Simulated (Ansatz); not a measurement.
BNH3Cl: several calculations on one system

**1. Relaxation**

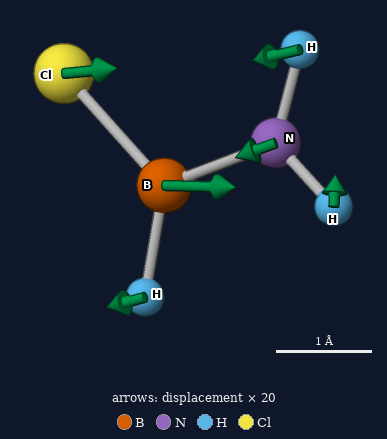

A relaxation of BNH3Cl. The starting structure is drawn; green arrows show the displacements, magnified 20 times. The two geometries are superimposed by the best rigid fit.

Style: ball-and-stick. Shown at a tilt.

The run prepares an end point of a later path (reaction) calculation, from a guessed geometry.

Method: RKS PBE-D4/def2-SVP (Ansatz).

The input:
```yaml
crystal:
  periodic: [false, false, false]
  atoms:
    - { symbol: B, position_ang: [0.423279, 0.029165, 0.052339] }
    - { symbol: "N", position_ang: [0.70425, -0.012192, 1.48626] }
    - { symbol: H, position_ang: [-0.021331, -0.12805, 2.195553] }
    - { symbol: H, position_ang: [1.661225, 0.05526, 1.835858] }
    - { symbol: H, position_ang: [1.355226, 0.160777, -0.683652] }
    - { symbol: Cl, position_ang: [-1.239748, -0.104961, -0.533759] }
basis:
  gaussian: { orbitals: def2-SVP }
hamiltonian:
  xc: pbe
  dispersion: d4
relax:
  f_tol: 0.03
  max_steps: 50
```

Command:
```bash
ansatz run input.yaml --threads 1 --pin off --max-ram 2048MiB --backend cpu --events-out ev --progress --plain --runs-dir out
```

**Which element moves most?**

Boron: up to 0.046 Å, against 0.034 Å for chlorine.

**What did the optimiser do to the structure, and how much energy did it gain?**

The largest move after the best rigid fit is that of B1, 0.046 Å. By element the largest moves are B 0.046 Å, Cl 0.034 Å, H 0.032 Å, N 0.024 Å. Among the contacts that change: B1–N2 1.462 → 1.395 Å, B1–H5 1.195 → 1.213 Å, B1–Cl6 1.768 → 1.780 Å. Among the angles between lasting bonds that change: N2–B1–H5 117.2° → 121.0°, H5–B1–Cl6 122.5° → 119.1°. After 5 geometry steps the energy has fallen by 8.93 kJ/mol. The largest force component goes from 2.6 to 0.0043 eV/Å.

**2. Relaxation**

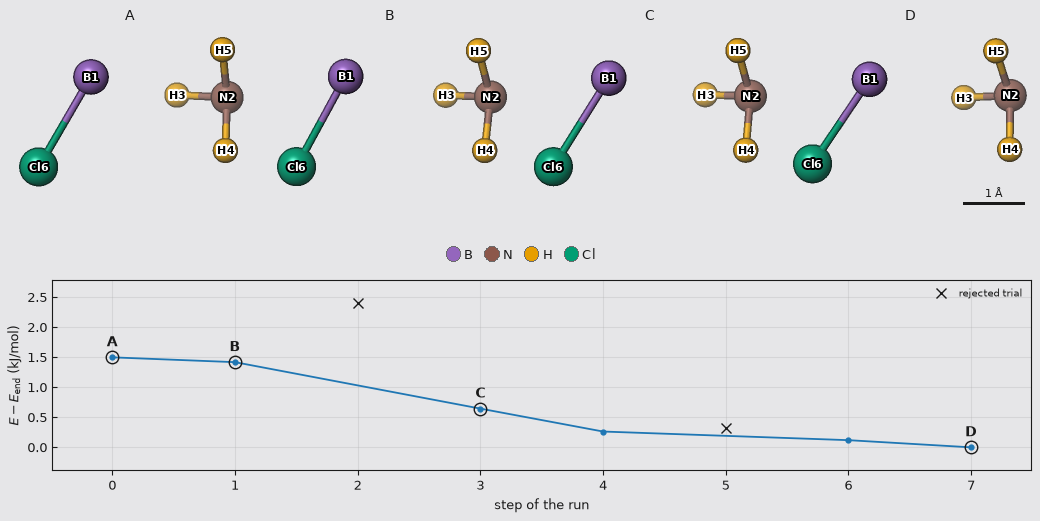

Frames of a relaxation of BNH$_{3}$Cl, marked on the history of the run. Style: ball-and-stick. Shown at a tilt.

The run prepares an end point of a later path (reaction) calculation, from a guessed geometry.

These are results of RKS PBE-D4/def2-SVP (Ansatz 0.2.0), not measurements.

The input:
```yaml
crystal:
  periodic: [false, false, false]
  atoms:
    - { symbol: B, position_ang: [-0.113342, -0.139551, -0.791829] }
    - { symbol: "N", position_ang: [1.34037, -0.107727, 1.550211] }
    - { symbol: H, position_ang: [0.549044, -0.754452, 1.651328] }
    - { symbol: H, position_ang: [0.972505, 0.850827, 1.510691] }
    - { symbol: H, position_ang: [1.793822, -0.314938, 0.63543] }
    - { symbol: Cl, position_ang: [-1.659499, 0.465842, -0.203231] }
basis:
  gaussian: { orbitals: def2-SVP }
hamiltonian:
  xc: pbe
  dispersion: d4
relax:
  f_tol: 0.03
  max_steps: 50
output:
  orbitals: {}
```

Command:
```bash
ansatz run input.yaml --threads 1 --pin off --max-ram 2048MiB --backend cpu --events-out ev --progress --plain --runs-dir out
```

### Describe the path.

Over 5 accepted moves (7 points after the start) the energy falls by 1.50 kJ/mol. Largest force component: 0.48 eV/Å at the start, 0.015 eV/Å at the end. The line search rejected the trial steps at points 2, 5 of the run. H3 moves most after the best rigid fit: 0.15 Å. Largest moves by element: H 0.15 Å, B 0.12 Å, Cl 0.12 Å, N 0.06 Å. Some distances before and after: B1–Cl6 1.762 → 1.747 Å, N2–H5 1.042 → 1.030 Å. Cost: 12 s on 1 thread of Arm Neoverse V1, with other jobs on the host, peak memory 0.12 GiB. From step 0 to 1: H3 moves most (0.19 Å), energy −0.08 kJ/mol. From step 1 to 3: B1 moves most (0.09 Å), energy −0.77 kJ/mol. From step 3 to 7: H4 moves most (0.07 Å), energy −0.65 kJ/mol.

| step | E − E(0), kJ/mol | largest force component, eV/Å | note |
| --- | --- | --- | --- |
| 0 | 0.00 | 0.4752 |  |
| 1 | -0.08 | 0.3325 |  |
| 2 | 0.91 | 0.6519 | rejected |
| 3 | -0.85 | 0.3565 |  |
| 4 | -1.24 | 0.2290 |  |
| 5 | -1.17 | 0.2081 | rejected |
| 6 | -1.38 | 0.1444 |  |
| 7 | -1.50 | 0.0153 |  |

Limits of the set-up: the start holds two separate molecules, 2.4 Å apart at their closest, whose relative position is a soft coordinate.

**3. Path**

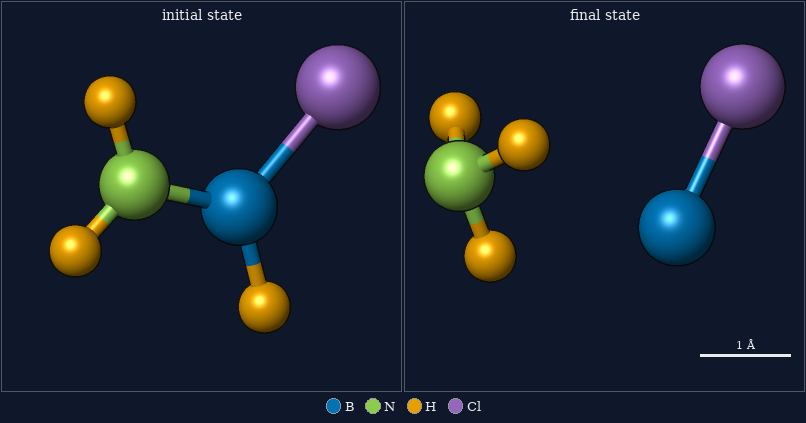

The two relaxed end points of a path for BNH3Cl. The picture is a ball-and-stick view, seen from a free direction.

Level of theory: RKS PBE-D4/def2-SVP (Ansatz).

Run with 5 movable images; climbing image; force threshold 0.03 eV/Å; iteration limit 60.

Start:
```xyz
6

B     0.4462    0.0299    0.0919
N     0.7013   -0.0169    1.4627
H    -0.0314   -0.1263    2.1655
H     1.6446    0.0564    1.8432
H     1.3483    0.1614   -0.7077
Cl   -1.2260   -0.1045   -0.5031
```

End:
```xyz
6

B    -0.0539   -0.0989   -0.8972
N     1.3553   -0.0953    1.6144
H     0.5566   -0.7105    1.8126
H     0.9930    0.8648    1.5603
H     1.6936   -0.3404    0.6727
Cl   -1.6617    0.3804   -0.4102
```

Q: Predict the minimum-energy path and its barrier.

A: Forward barrier 100.3 kcal/mol, backward barrier 0.2 kcal/mol, with image 5 at the top; the reaction energy is +100.2 kcal/mol. Breaking: B1–H5 (1.21 → 2.63 at the top → 2.36 Å), B1–N2 (1.40 → 2.90 at the top → 2.88 Å). Forming: N2–H5 (2.27 → 1.03 at the top → 1.03 Å). The band is converged. At the top, the vibrational analysis gives one imaginary mode (46i cm⁻¹), as a transition state must have.

Energies of the converged images:

```csv
image,path (Å),E (kcal/mol)
0,0.00,0.0
1,0.72,21.2
2,1.45,93.9
3,2.17,90.2
4,2.90,92.4
5,3.62,100.3
6,4.58,100.2
```

The geometry at the top of the path:

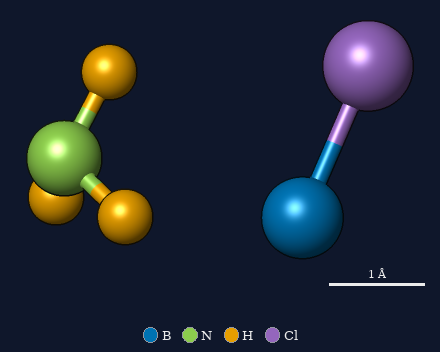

The run took 120 s on 1 thread of Arm Neoverse V1, on a shared host, peak memory 0.1 GiB.
